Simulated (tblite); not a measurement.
Geometry relaxation, with input and output: C₅H₁₁N₃Si (part 3 of 3)

The same run, continued: C₅H₁₁N₃Si, SMILES CC(C)n1nncc1[SiH3]; GFN2-xTB geometry optimisation, gas phase (tblite 0.8.0). It belongs to a series of runs on one base structure; here: C2H5 replaced by iPr.

Geometry of the input (Å):
```
C  -2.2210  -0.5910  -0.6433
C  -0.9980  0.2574  -0.3113
C  -1.3457  0.9925  0.9567
N  0.0917  -0.6819  -0.1460
N  -0.0047  -2.0236  -0.2026
N  1.1400  -2.6119  -0.0223
C  2.0418  -1.6204  0.1846
C  1.3732  -0.3948  0.1169
Si 2.1680  1.2293  0.3295
H  -2.5776  -1.0317  0.3329
H  -2.9763  0.0868  -1.0669
H  -1.8851  -1.3530  -1.3466
H  -0.8419  0.9184  -1.1621
H  -1.6797  2.0149  0.6542
H  -0.5259  1.0499  1.6867
H  -2.2598  0.5515  1.4738
H  3.0806  -1.8053  0.3780
H  1.8817  1.8625  1.6245
H  3.6334  1.0168  0.3140
H  1.9001  2.1444  -0.7924
```

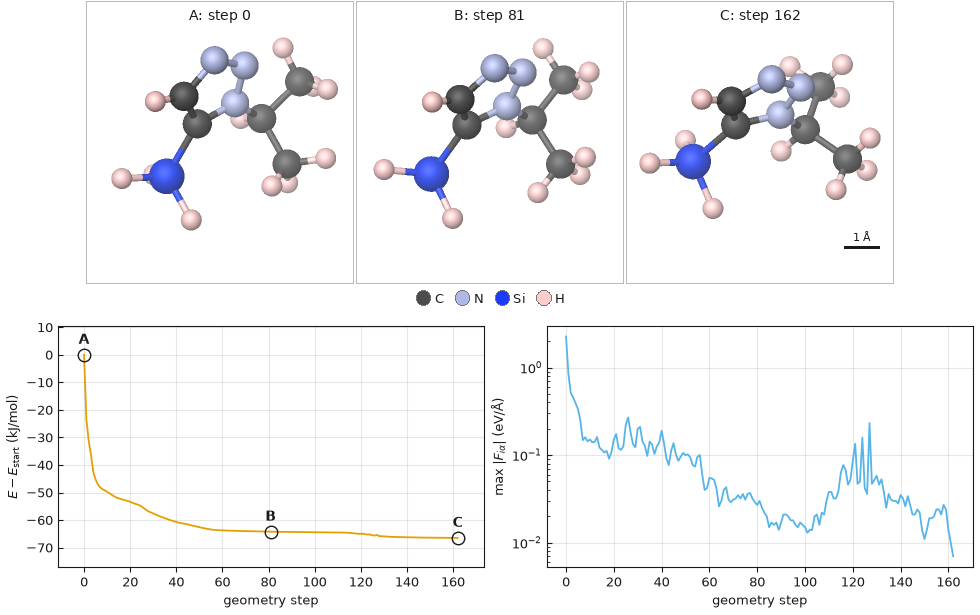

**Figure 1.** Frames of the relaxation (ball-and-stick view, seen at a tilt) above the curves, on which the letters mark them (steps are counted from 0).

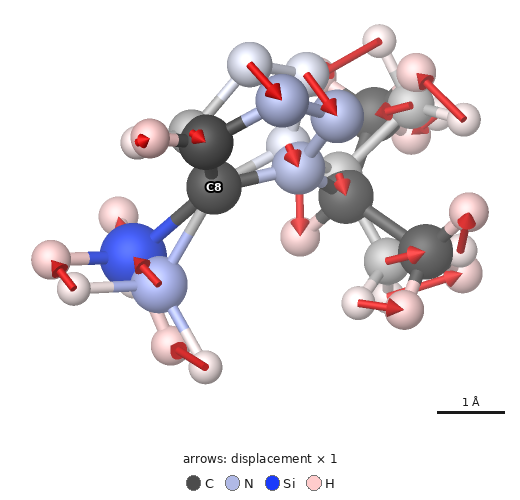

**Figure 2.** Start (faint) and end (solid) with the displacements as red arrows, at true length (ball-and-stick view, seen at a tilt). The two geometries are laid on each other by the best rigid fit. The energy falls by 66.5 kJ/mol in 162 geometry steps. Largest force component: 2.3 eV/Å at the start, 0.007 eV/Å at the end. The largest move after the best rigid fit is that of H12, 1.40 Å. Largest moves by element: H 1.40 Å, N 0.86 Å, C 0.71 Å, Si 0.67 Å. Distances before and after: C3–H16 1.139 → 1.087 Å, C8–Si9 1.821 → 1.867 Å, C1–H10 1.129 → 1.087 Å, C3–H14 1.117 → 1.086 Å. Among the angles that change: C7–C8–Si9 124.6° → 131.0°, H18–Si9–H19 105.3° → 111.1°, C1–C2–C3 105.6° → 111.5°. (Atoms are counted from 1 in the order of the input.)
